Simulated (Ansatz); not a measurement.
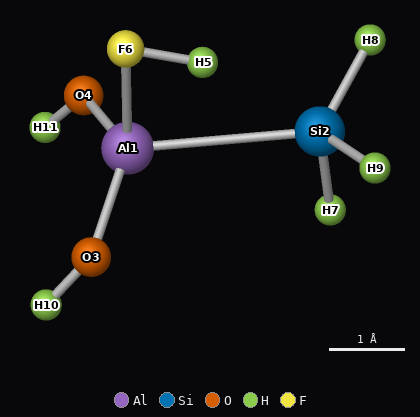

**Figure 1.** The input geometry (ball-and-stick view, seen at a tilt; atoms are numbered from 1 in the order of the input). Sticks mark near contacts. Bond lengths as drawn: Al–F 1.88 Å, Al–O 1.69 Å, Al–Si 2.58 Å, F–H 1.07 Å, H–O 0.95 Å and H–Si 1.49 to 1.50 Å.

**Frequency calculation of AlSiH$_{6}$O$_{2}$F**

AlSiH$_{6}$O$_{2}$F, computed with RKS PBE0-D4/def2-TZVP (Ansatz 0.2.0).

The geometry is a transition state. The reaction was set up to form Al1–F6 and Si2–H5 and to break Al1–Si2 and H5–F6 (atoms counted from 1 in the order of the input); sticks are drawn by distance alone. The geometry comes from this level: PBE0-D4/def2-TZVP. Figures and captions count atoms from 1; the log counts them from 0 in places.

**Input**
```yaml
crystal:
  periodic: [false, false, false]
  atoms:
    - {symbol: Al, position_ang: [-0.795849, -0.342667, 0.046572]}
    - {symbol: Si, position_ang: [1.575160, 0.682146, 0.042566]}
    - {symbol: O, position_ang: [-0.711020, -1.985088, -0.339285]}
    - {symbol: O, position_ang: [-1.936663, 0.782672, -0.488569]}
    - {symbol: H, position_ang: [0.231169, 0.195615, 1.536540]}
    - {symbol: F, position_ang: [-0.693043, -0.175943, 1.913813]}
    - {symbol: H, position_ang: [1.600569, 0.598493, -1.450115]}
    - {symbol: H, position_ang: [1.772313, 2.113204, 0.400105]}
    - {symbol: H, position_ang: [2.737007, -0.102370, 0.541584]}
    - {symbol: H, position_ang: [-1.245945, -2.449890, -0.977373]}
    - {symbol: H, position_ang: [-2.533700, 0.683926, -1.225938]}
basis:
  gaussian: {orbitals: def2-TZVP}
hamiltonian: {xc: pbe0, dispersion: d4}
phonons: {temperatures: {t_min: 298.15, t_max: 900, t_step: 200}}
```

Hardware: 8 threads of Intel Xeon, 31 GiB of memory available, shared host.

Launched with:
```bash
ansatz run in.yaml --threads 8 --pin off --events-out ev --progress --plain --max-ram 19148MiB
```

**Output**
```
Functional definition: PBE0
  name "PBE0"
  cite "Adamo & Barone, J. Chem. Phys. 110, 6158 (1999) doi:10.1063/1.478522"
  cite "Perdew, Burke & Ernzerhof, Phys. Rev. Lett. 77, 3865 (1996) doi:10.1103/PhysRevLett.77.3865"
  parent pbe
  parameter a = 0.25
  parameter kappa = 0.804
  parameter beta = 0.06672455060314922
  exchange = (1 - a)*pbe_x(kappa = kappa, mu = beta*pi^2/3) + a*exact_x
  correlation = pbe_c(beta = beta)
1269 factors; their error is unknown
mean field evaluation 1: about -21365.5258 eV, gradient 8.3e1 eV
mean field evaluation 2: about -21343.6792 eV, gradient 1.3e2 eV
mean field evaluation 4: about -21376.1918 eV, gradient 5.0e0 eV
mean field evaluation 8: about -21376.2238 eV, gradient 4.1e-2 eV
mean field evaluation 16: about -21376.2874 eV, gradient 5.6e-5 eV
mean field -21376.28736223 eV, -785.5640711939 hartree, gradient 5.6e-5 eV, S^2 0.000000; 0 other end points of the search recorded, 0 dependent functions left out
the calculation of the forces begins
reference -21376.28739937 eV, -785.5640725590 hartree; 29, 29 occupied and 174, 174 virtual orbitals, 1269 factors
these checks for a lower state are left out or cut short: stability, starts, cluster_reference, orbital_swaps, neighbouring_geometries, increment
1269 factors; their error is unknown
mean field -21376.28729491 eV, -785.5640687199 hartree, gradient 2.5e-6 eV, S^2 0.000000; 0 other end points of the search recorded, 0 dependent functions left out
[... from here on the field's lines of each further geometry are left out, up to the last ...]
the calculation of the forces begins
reference -21376.28730396 eV, -785.5640690526 hartree; 29, 29 occupied and 174, 174 virtual orbitals, 1269 factors
these checks for a lower state are left out or cut short: stability, starts, cluster_reference, orbital_swaps, neighbouring_geometries, increment
1269 factors; their error is unknown
mean field -21376.28725235 eV, -785.5640671561 hartree, gradient 2.4e-6 eV, S^2 0.000000; 0 other end points of the search recorded, 0 dependent functions left out
the calculation of the forces begins
reference -21376.28728951 eV, -785.5640685215 hartree; 29, 29 occupied and 174, 174 virtual orbitals, 1269 factors
WARN: phonons: modes at or below zero, which the zero-point energy, F, S and C_V leave out: 2, the lowest at -541.79 cm⁻¹. A minimum has none, and a first-order saddle one
Total energy: -21376.46705861 eV, -785.5706749141 hartree
Atom 0 at    -0.795849    -0.342667     0.046572 Å, force     0.000304    -0.002289    -0.000982 eV/Å
Atom 1 at     1.575160     0.682146     0.042566 Å, force     0.001561     0.000491     0.000763 eV/Å
Atom 2 at    -0.711020    -1.985088    -0.339285 Å, force     0.007178     0.007208     0.009264 eV/Å
Atom 3 at    -1.936663     0.782672    -0.488569 Å, force    -0.009120    -0.002196    -0.005379 eV/Å
Atom 4 at     0.231169     0.195615     1.536540 Å, force     0.000073     0.000345    -0.002705 eV/Å
Atom 5 at    -0.693043    -0.175943     1.913813 Å, force    -0.001513    -0.000133     0.000564 eV/Å
Atom 6 at     1.600569     0.598493    -1.450115 Å, force    -0.000460     0.000538    -0.000900 eV/Å
Atom 7 at     1.772313     2.113204     0.400105 Å, force     0.000607     0.000217     0.000766 eV/Å
Atom 8 at     2.737007    -0.102370     0.541584 Å, force     0.000260    -0.000705    -0.000308 eV/Å
Atom 9 at    -1.245945    -2.449890    -0.977373 Å, force    -0.007049    -0.004916    -0.007270 eV/Å
Atom 10 at    -2.533700     0.683926    -1.225938 Å, force     0.008158     0.001441     0.006185 eV/Å
Dipole moment:    -0.225957    -0.111684    -0.273840 e Å
Vibrations: -541.79 -72.56 74.79 106.80 164.99 189.44 193.76 229.67 305.21 347.36 422.58 423.63 530.13 587.80 720.80 756.20 798.19 923.94 928.91 939.56 943.91 2047.33 2182.02 2216.73 2224.63 3984.30 3988.61 cm⁻¹, zero-point energy 1.626131 eV
```

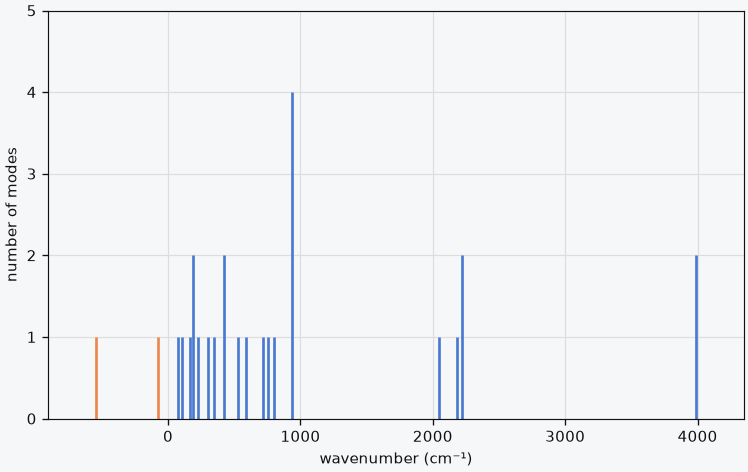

**Figure 2.** Harmonic vibrational wavenumbers from the force constants; neighbouring modes closer than 21 cm⁻¹ are counted in one stick, and imaginary ones are drawn at negative wavenumbers. 27 modes from 542i to 3989 cm⁻¹, 2 imaginary beyond 8i (542i, 73i cm⁻¹): not a minimum.

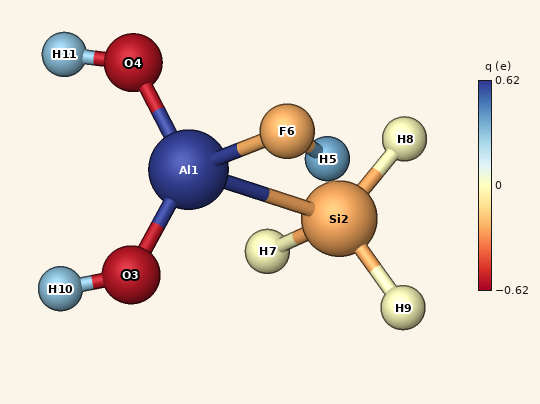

**Figure 3.** Mulliken charges, as the colour of each atom (ball-and-stick view, seen at a tilt; atoms are numbered from 1 in the order of the input; Mulliken charges depend strongly on the basis). By element: Al +0.59, Si −0.25, O −0.55, H 0.00 to +0.37 and F −0.23 e.

**Results in brief**

```tsv
quantity	value
outcome	converged
total energy	−21376.4671 eV
mean-field energy	−21376.2874 eV
dispersion energy	−0.1797 eV
largest force (length of the vector)	0.014 eV/Å
dipole moment	1.79 D
wall time	48 s (CPU time 5.2 min)
peak memory	0.59 GiB
```
